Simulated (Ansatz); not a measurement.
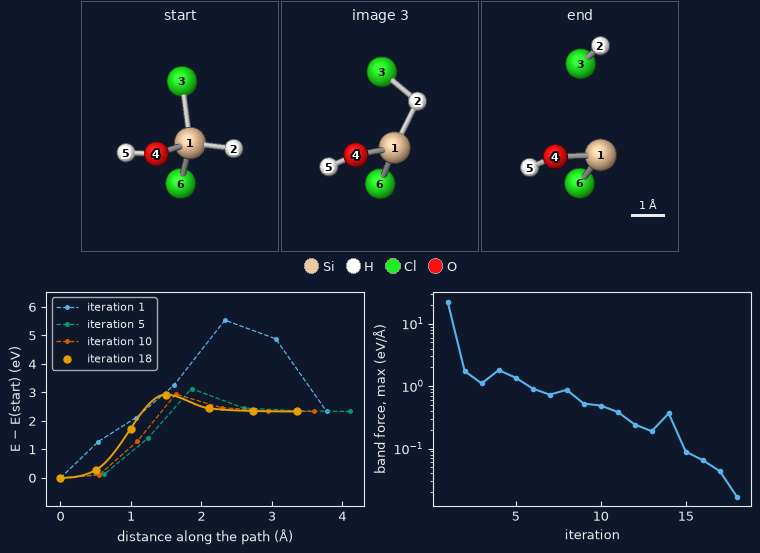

NEB run on SiH$_{2}$OCl$_{2}$. Images are numbered from 0 (start) to 6 (end). The plot follows the band through its iterations. The picture is a ball-and-stick view, seen from a free direction.

All numbers below come from RKS PBE0-D4/def2-SVP (Ansatz).

Input
```yaml
crystal:
  periodic: [false, false, false]
  atoms:
    - { symbol: Si, position_ang: [0.02752, -0.05418, 0.313249] }
    - { symbol: H, position_ang: [-8.2e-05, -0.090277, 1.78537] }
    - { symbol: Cl, position_ang: [1.961997, 0.152352, -0.351132] }
    - { symbol: O, position_ang: [-0.897922, 1.212555, -0.164778] }
    - { symbol: H, position_ang: [-1.01366, 1.371411, -1.107042] }
    - { symbol: Cl, position_ang: [-0.694353, -1.818962, -0.455768] }
basis:
  gaussian: { orbitals: def2-SVP }
hamiltonian:
  xc: pbe0
  dispersion: d4
neb:
  order_check: false
  images: 5
  f_tol: 0.03
  max_iterations: 60
  final_atoms:
    - { symbol: Si, position_ang: [-1.1487612, -0.31499063, 0.38993906] }
    - { symbol: H, position_ang: [1.81611406, 0.45217921, 1.88906515] }
    - { symbol: Cl, position_ang: [1.97011284, -0.11100005, 0.74059746] }
    - { symbol: O, position_ang: [-1.26396129, 1.15247656, -0.3781168] }
    - { symbol: H, position_ang: [-1.14233607, 1.18802477, -1.33599676] }
    - { symbol: Cl, position_ang: [-0.84766833, -1.59379086, -1.28558911] }
  initial_path:
    images:
      - { positions_ang: [[0.02752, -0.05418, 0.313249], [-8.2e-05, -0.090277, 1.78537], [1.961997, 0.152352, -0.351132], [-0.897922, 1.212555, -0.164778], [-1.01366, 1.371411, -1.107042], [-0.694353, -1.818962, -0.455768]] }
      - { positions_ang: [[0.01795437, -0.03644387, 0.20977188], [0.21954285, -0.05215762, 1.69881687], [2.06213929, 0.09810206, -0.04900559], [-0.85827717, 1.26349244, -0.30514946], [-1.25527034, 1.29387624, -1.00645739], [-0.80258899, -1.79397024, -0.52807732]] }
      - { positions_ang: [[0.00838874, -0.01870774, 0.10629477], [0.4391677, -0.01403824, 1.61226374], [2.16228158, 0.04385211, 0.25312082], [-0.81863234, 1.31442987, -0.44552091], [-1.49688069, 1.21634148, -0.90587278], [-0.91082499, -1.76897848, -0.60038663]] }
      - { positions_ang: [[-0.0011769, -0.0009716, 0.00281765], [0.65879255, 0.02408113, 1.52571061], [2.26242387, -0.01039783, 0.55524723], [-0.77898751, 1.36536731, -0.58589237], [-1.73849103, 1.13880672, -0.80528818], [-1.01906098, -1.74398672, -0.67269595]] }
      - { positions_ang: [[-0.383705, -0.10564461, 0.13185812], [1.04456639, 0.16678049, 1.64682879], [2.16498686, -0.0439319, 0.61703064], [-0.94064543, 1.29440373, -0.51663385], [-1.53977271, 1.15521273, -0.98219104], [-0.9619301, -1.69392144, -0.87699367]] }
      - { positions_ang: [[-0.7662331, -0.21031762, 0.26089859], [1.43034022, 0.30947985, 1.76794697], [2.06754985, -0.07746598, 0.67881405], [-1.10230336, 1.22344014, -0.44737532], [-1.34105439, 1.17161875, -1.1590939], [-0.90479921, -1.64385615, -1.08129139]] }
      - { positions_ang: [[-1.1487612, -0.31499063, 0.38993906], [1.81611406, 0.45217921, 1.88906515], [1.97011284, -0.11100005, 0.74059746], [-1.26396129, 1.15247656, -0.3781168], [-1.14233607, 1.18802477, -1.33599676], [-0.84766833, -1.59379086, -1.28558911]] }
```

Run as
```bash
ansatz run input.yaml --threads 1 --pin off --max-ram 2048MiB --backend cpu --events-out ev --progress --plain --runs-dir out
```

Question: Did the band converge, and can the barrier be trusted?

Answer: The result is final at these settings. The band converged in 18 iterations. The largest component of the band force went from 23 to 0.017 eV/Å. The climbing image converged on the top of the path. Its vibrational analysis gives one imaginary mode (917i cm⁻¹), as a transition state must have. The first iteration put the highest image at 5.54 eV. The energy climbs by 2.93 eV to image 3 and then falls by 0.59 eV, so the end point sits at +2.33 eV.

The run took 3.7 min on 1 thread of Arm Neoverse V1, on a shared host, peak memory 0.16 GiB.
